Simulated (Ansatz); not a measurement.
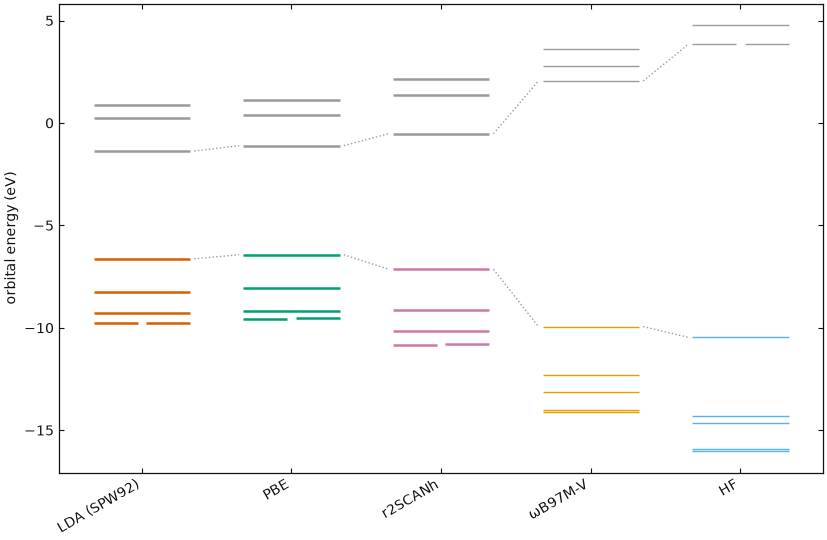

Frontier orbital energies of C₄H₅F₃, SMILES C/C=C(\F)C(F)F at one geometry, def2-TZVPP, the Ansatz code, at a PBE0-D4/def2-TZVP geometry (a minimum by its frequencies). Empty levels are grey, levels within 0.1 eV stand side by side; all columns show the same few orbitals around the gap. Dotted lines join the HOMOs and the LUMOs.

### How do the frontier levels move from column to column?

The separation grows from 5.26 eV (LDA (SPW92)) to 14.30 eV (HF).

```
      level  HOMO (eV)  LUMO (eV)  separation (eV)
LDA (SPW92)      −6.63      −1.37             5.26
        PBE      −6.44      −1.11             5.33
    r2SCANh      −7.14      −0.52             6.62
    ωB97M-V      −9.94       2.05            11.99
         HF     −10.47       3.84            14.30
```

Caveats, for all or some of the runs: empty levels above zero depend strongly on the basis; one conformer of a flexible molecule.
